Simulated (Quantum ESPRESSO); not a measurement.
## Magnetic state of SrFeO3 from several starts

Aim: find out which collinear order of SrFeO3 costs least.

Main program and level: Quantum ESPRESSO 7.5; LDA with U = 4.5 eV on Fe d (ortho-atomic projectors); plane waves with GBRV 1.5 LDA potentials, no spin-orbit coupling.

**Measured values to reproduce.**

For SrFeO3, cubic perovskite (floating-zone crystal annealed at 5 kbar oxygen, 2 K), “Neutron diffraction study of spin and charge ordering in SrFeO(3-delta)” (2012, arxiv:1207.0921) gives, by single-crystal neutron diffraction: moment (ordered Fe4+ moment in helical phase I) 2.96 ± 0.012 μB.

### 1. Set-up

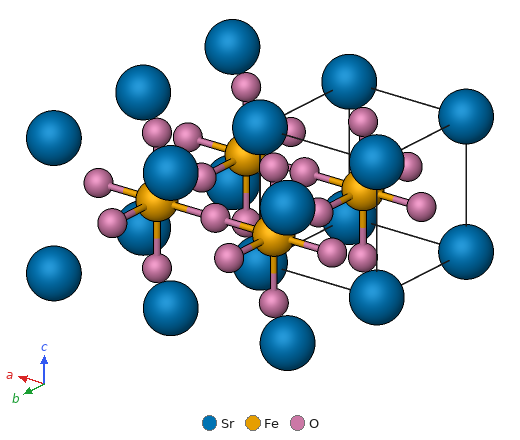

The starting structure, seen from a free direction (strontium blue, iron orange, oxygen pink). 2×2×1 cells are drawn. Some periodic images of atoms are drawn too.

Coordinates:

```cif
data_structure
_symmetry_space_group_name_H-M 'P 1'
_symmetry_Int_Tables_number 1
_cell_length_a 3.8288
_cell_length_b 3.8288
_cell_length_c 3.8288
_cell_angle_alpha 90.000
_cell_angle_beta 90.000
_cell_angle_gamma 90.000
_cell_volume 56.13
loop_
_atom_site_label
_atom_site_type_symbol
_atom_site_fract_x
_atom_site_fract_y
_atom_site_fract_z
_atom_site_occupancy
Sr1 Sr 0.00000 0.00000 0.00000 1
Fe2 Fe 0.50000 0.50000 0.50000 1
O3 O 0.00000 0.50000 0.50000 1
O4 O 0.50000 0.00000 0.50000 1
O5 O 0.50000 0.50000 0.00000 1
```

The cell comes from Materials Project 2023-11-01, a database of computed structures, and need not be the stable phase.

### 2. Start 1: ferro +

The signs are those of the starting moments on the seeded atoms, the atoms that are given a moment.

The input, pw.in:

```
&CONTROL
  calculation = 'scf'
  prefix = 'pwscf'
  outdir = './tmp'
  pseudo_dir = './pseudo'
  disk_io = 'nowf'
/
&SYSTEM
  ibrav = 0
  celldm(1) = 8
  nat = 5
  ntyp = 3
  ecutwfc = 40
  ecutrho = 280
  nbnd = 33
  occupations = 'smearing'
  smearing = 'fd'
  degauss = 0.00367493
  nspin = 2
  starting_magnetization(1) = 0
  starting_magnetization(2) = 0.25
  starting_magnetization(3) = 0
/
&ELECTRONS
  conv_thr = 1d-08
  electron_maxstep = 150
  mixing_beta = 0.3
/
ATOMIC_SPECIES
Sr     87.6200 sr_lda_v1.uspp.F.UPF
Fe     55.8450 fe_lda_v1.5.uspp.F.UPF
O      15.9990 o_lda_v1.2.uspp.F.UPF
CELL_PARAMETERS alat
   0.9044261814408    0.0000000000000    0.0000000000000
   0.0000000000000    0.9044261814408    0.0000000000000
   0.0000000000000    0.0000000000000    0.9044261814408
ATOMIC_POSITIONS crystal
Sr      0.0000000000    0.0000000000    0.0000000000
Fe      0.5000000000    0.5000000000    0.5000000000
O       0.0000000000    0.5000000000    0.5000000000
O       0.5000000000    0.0000000000    0.5000000000
O       0.5000000000    0.5000000000    0.0000000000
K_POINTS automatic
6 6 6 0 0 0
HUBBARD {ortho-atomic}
U Fe-3d 4.5000
```

Started as:

```bash
OMP_NUM_THREADS=1 mpirun -n 4 pw.x -nk 4 -in pw.in > pw.out
```

Output:

```text
Program PWSCF v.7.5 starts

     Message from routine setup:
     using ibrav=0 with symmetry is DISCOURAGED, use correct ibrav instead

     K-points division:     npool     =       4
     Subspace diagonalization in iterative solution of the eigenvalue problem:

     G-vector sticks info
     --------------------
     sticks:   dense  smooth     PW     G-vecs:    dense   smooth      PW
     Sum        1177     673    213                30047    13037    2301

     Using Slab Decomposition

     bravais-lattice index     =            0
     lattice parameter (alat)  =       8.0000  a.u.
     unit-cell volume          =     378.7820 (a.u.)^3
     number of atoms/cell      =            5
     number of atomic types    =            3
     number of electrons       =        44.00
     number of Kohn-Sham states=           33
     kinetic-energy cutoff     =      40.0000  Ry
     charge density cutoff     =     280.0000  Ry
     scf convergence threshold =      1.0E-08
     mixing beta               =       0.3000
     number of iterations used =            8  plain     mixing
     Exchange-correlation= SLA  PZ   NOGX NOGC
                           (   1   1   0   0   0   0   0)
     Hubbard projectors: ortho-atomic
     Hubbard parameters of DFT+U (Dudarev formulation) in eV:
     U(Fe-3d) =  4.5000

     Internal variables: lda_plus_u =T, lda_plus_u_kind = 0

     Internal variables: orbital_resolved =F, hub_pot_fix =F, apply_U = F

     celldm(1)=   8.000000  celldm(2)=   0.000000  celldm(3)=   0.000000
     celldm(4)=   0.000000  celldm(5)=   0.000000  celldm(6)=   0.000000

     crystal axes: (cart. coord. in units of alat)
               a(1) = (   0.904426   0.000000   0.000000 )
               a(2) = (   0.000000   0.904426   0.000000 )
               a(3) = (   0.000000   0.000000   0.904426 )

     reciprocal axes: (cart. coord. in units 2 pi/alat)
               b(1) = (  1.105673  0.000000  0.000000 )
               b(2) = (  0.000000  1.105673  0.000000 )
               b(3) = (  0.000000  0.000000  1.105673 )

     PseudoPot. # 1 for Sr read from file:
     sr_lda_v1.uspp.F.UPF
     Pseudo is Ultrasoft + core correction, Zval = 10.0
     Generated by new atomic code, or converted to UPF format
     Using radial grid of  883 points,  6 beta functions with:
                l(1) =   0
                l(2) =   0
                l(3) =   1
                l(4) =   1
                l(5) =   2
                l(6) =   2
     Q(r) pseudized with  6 coefficients,  rinner =    1.400   1.400   1.400
                                                       1.400   1.400

     PseudoPot. # 2 for Fe read from file:
     fe_lda_v1.5.uspp.F.UPF
     Pseudo is Ultrasoft + core correction, Zval = 16.0
     Generated by new atomic code, or converted to UPF format
     Using radial grid of  861 points,  6 beta functions with:
                l(1) =   0
                l(2) =   0
                l(3) =   1
                l(4) =   1
                l(5) =   2
                l(6) =   2
     Q(r) pseudized with  8 coefficients,  rinner =    1.000   1.000   1.000
                                                       1.000   1.000

     PseudoPot. # 3 for O  read from file:
     o_lda_v1.2.uspp.F.UPF
     Pseudo is Ultrasoft + core correction, Zval =  6.0
     Generated by new atomic code, or converted to UPF format
     Using radial grid of  737 points,  5 beta functions with:
                l(1) =   0
                l(2) =   0
                l(3) =   1
                l(4) =   1
                l(5) =   2
     Q(r) pseudized with  8 coefficients,  rinner =    0.900   0.900   0.900
                                                       0.900   0.900

     atomic species   valence    mass     pseudopotential
     Sr               10.00    87.62000     Sr( 1.00)
     Fe               16.00    55.84500     Fe( 1.00)
     O                 6.00    15.99900     O ( 1.00)

     Starting magnetic structure
     atomic species   magnetization
     Sr              0.000
     Fe              0.250
     O               0.000

     48 Sym. Ops., with inversion, found

   Cartesian axes

     site n.     atom                  positions (alat units)
         1        Sr     tau(   1) = (   0.0000000   0.0000000   0.0000000  )
         2        Fe     tau(   2) = (   0.4522131   0.4522131   0.4522131  )
         3        O      tau(   3) = (   0.0000000   0.4522131   0.4522131  )
         4        O      tau(   4) = (   0.4522131   0.0000000   0.4522131  )
         5        O      tau(   5) = (   0.4522131   0.4522131   0.0000000  )

     number of k points=    20  Fermi-Dirac smearing, width (Ry)=  0.0037
                       cart. coord. in units 2pi/alat
        k(    1) = (   0.0000000   0.0000000   0.0000000), wk =   0.0046296
        k(    2) = (   0.0000000   0.0000000   0.1842789), wk =   0.0277778
        k(    3) = (   0.0000000   0.0000000   0.3685578), wk =   0.0277778
        k(    4) = (   0.0000000   0.0000000  -0.5528367), wk =   0.0138889
        k(    5) = (   0.0000000   0.1842789   0.1842789), wk =   0.0555556
        [... 15 further k-points ...]

     Dense  grid:    30047 G-vectors     FFT dimensions: (  40,  40,  40)

     Smooth grid:    13037 G-vectors     FFT dimensions: (  30,  30,  30)

     Check: negative core charge=   -0.000023
     Generating pointlists ...
     new r_m :   0.2638 (alat units)  2.1104 (a.u.) for type    1
     new r_m :   0.1865 (alat units)  1.4923 (a.u.) for type    2
     new r_m :   0.1865 (alat units)  1.4923 (a.u.) for type    3

     Initial potential from superposition of free atoms

     starting charge      42.9730, renormalised to      44.0000

     negative rho (up, down):  3.286E-02 3.287E-02

     STARTING HUBBARD OCCUPATIONS:

     =================== HUBBARD OCCUPATIONS ===================
     ------------------------ ATOM    2 ------------------------
     Tr[ns(  2)] (up, down, total) =   5.00000  0.00000  5.00000
     Atomic magnetic moment for atom   2 =   5.00000
     [... lines left out ...]
     Number of occupied Hubbard levels =    5.0000

     Atomic wfc used for Hubbard projectors are orthogonalized

     Starting wfcs are   38 randomized atomic wfcs

     Self-consistent Calculation

     iteration #  1     ecut=    40.00 Ry     beta= 0.30
     Davidson diagonalization with overlap
     ethr =  1.00E-02,  avg # of iterations =  3.4

     =================== HUBBARD OCCUPATIONS ===================
     ------------------------ ATOM    2 ------------------------
     Tr[ns(  2)] (up, down, total) =   4.52929  0.46348  4.99277
     Atomic magnetic moment for atom   2 =   4.06581
     [... lines left out ...]
     Number of occupied Hubbard levels =    4.9928

     negative rho (up, down):  3.260E-02 3.261E-02

     total energy              =    -417.21095590 Ry
     estimated scf accuracy    <       1.26585348 Ry

     total magnetization       =     4.00 Bohr mag/cell
     absolute magnetization    =     4.34 Bohr mag/cell

     iteration #  2     ecut=    40.00 Ry     beta= 0.30
     Davidson diagonalization with overlap
     ethr =  2.88E-03,  avg # of iterations =  1.9

     negative rho (up, down):  3.262E-02 3.260E-02

     total energy              =    -417.37701041 Ry
     estimated scf accuracy    <       0.92257856 Ry

     total magnetization       =     3.99 Bohr mag/cell
     absolute magnetization    =     4.00 Bohr mag/cell

     iteration #  3     ecut=    40.00 Ry     beta= 0.30
     Davidson diagonalization with overlap
     ethr =  2.10E-03,  avg # of iterations =  1.2

     negative rho (up, down):  3.278E-02 3.275E-02

     total energy              =    -417.49799998 Ry
     estimated scf accuracy    <       0.08966977 Ry

     total magnetization       =     4.00 Bohr mag/cell
     absolute magnetization    =     4.21 Bohr mag/cell

     [... further iterations left out ...]

     iteration #  9     ecut=    40.00 Ry     beta= 0.30
     Davidson diagonalization with overlap
     ethr =  2.46E-08,  avg # of iterations =  1.2

     negative rho (up, down):  3.345E-02 3.343E-02

     total energy              =    -417.51222694 Ry
     estimated scf accuracy    <       0.00000147 Ry

     total magnetization       =     4.08 Bohr mag/cell
     absolute magnetization    =     4.24 Bohr mag/cell

     iteration # 10     ecut=    40.00 Ry     beta= 0.30
     Davidson diagonalization with overlap
     ethr =  3.33E-09,  avg # of iterations =  1.7

     negative rho (up, down):  3.346E-02 3.343E-02

     total energy              =    -417.51222727 Ry
     estimated scf accuracy    <       0.00000044 Ry

     total magnetization       =     4.08 Bohr mag/cell
     absolute magnetization    =     4.24 Bohr mag/cell

     iteration # 11     ecut=    40.00 Ry     beta= 0.30
     Davidson diagonalization with overlap
     ethr =  1.01E-09,  avg # of iterations =  1.9

     negative rho (up, down):  3.346E-02 3.343E-02

     total energy              =    -417.51222737 Ry
     estimated scf accuracy    <       0.00000003 Ry

     total magnetization       =     4.08 Bohr mag/cell
     absolute magnetization    =     4.24 Bohr mag/cell

     iteration # 12     ecut=    40.00 Ry     beta= 0.30
     Davidson diagonalization with overlap
     ethr =  6.38E-11,  avg # of iterations =  2.1

     negative rho (up, down):  3.346E-02 3.343E-02

     Magnetic moment per site  (integrated on atomic sphere of radius R)
     atom   1 (R=0.264)  charge=  7.5287  magn=  0.0078
     atom   2 (R=0.187)  charge= 12.7959  magn=  3.4345
     atom   3 (R=0.187)  charge=  5.2520  magn=  0.0872
     atom   4 (R=0.187)  charge=  5.2520  magn=  0.0872
     atom   5 (R=0.187)  charge=  5.2520  magn=  0.0872

     End of self-consistent calculation

     =================== HUBBARD OCCUPATIONS ===================
     ------------------------ ATOM    2 ------------------------
     Tr[ns(  2)] (up, down, total) =   4.73540  1.01548  5.75088
     Atomic magnetic moment for atom   2 =   3.71992
     [... lines left out ...]
     Number of occupied Hubbard levels =    5.7509

     [... lines left out ...]
     the Fermi energy is    10.2805 ev

!    total energy              =    -417.51222737 Ry
     estimated scf accuracy    <          5.4E-09 Ry
     smearing contrib. (-TS)   =      -0.00030757 Ry
     internal energy E=F+TS    =    -417.51191980 Ry

     The total energy is F=E-TS. E is the sum of the following terms:
     one-electron contribution =    -202.52618841 Ry
     hartree contribution      =     124.99955292 Ry
     xc contribution           =     -68.72385251 Ry
     ewald contribution        =    -271.43107296 Ry
     Hubbard energy            =       0.16964114 Ry

     total magnetization       =     4.08 Bohr mag/cell
     absolute magnetization    =     4.24 Bohr mag/cell

     convergence has been achieved in  12 iterations

=------------------------------------------------------------------------------=
   JOB DONE.
=------------------------------------------------------------------------------=
```

Run time: 9.5 s. Hardware: 4 MPI ranks of Intel Xeon Platinum 8488C (Sapphire Rapids), shared host; peak memory 0.43 GiB.

Spin moment in the atom's sphere by atom:

```tsv
atom	spin moment in the atom's sphere (μB)
Sr1	0.01
Fe2	3.43
O3	0.09
O4	0.09
O5	0.09
```

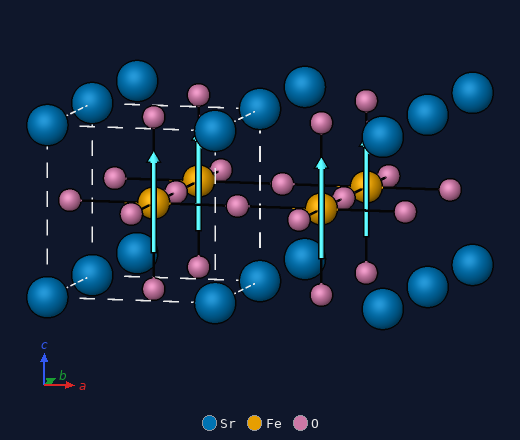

Spin moment in the atom's sphere as arrows, the longest 3.43 μB. Up and down stand for the sign. Arrows give size and sign along the axis of quantisation, drawn up and down the page. 2×2×1 cells are drawn. Some periodic images of atoms are drawn too.

Numbers from this step:

```yaml
smearing_term_ts: 0.004185 eV
magnetization: 4.081 μB
absolute_magnetization: 4.238 μB
final_state: ferromagnetic
```

(Continued in part 2 of 3.)

[Logs and program files are shortened in this print: banners, set-up blocks, solver, clock and traceback lines can be left out without a mark of their own.]

[Logs are printed without paths, hosts, clocks, repeated set-up lines and the standing remarks that a program may print on its own settings, such as how far it seeks lower states.]

[Hosts, paths, dates, database ids (printed as entryN), source tags and the programs' standing remarks are cut or masked in the printed files.]

[Where a cell is said to come from a database of computed structures, the database is the Materials Project.]
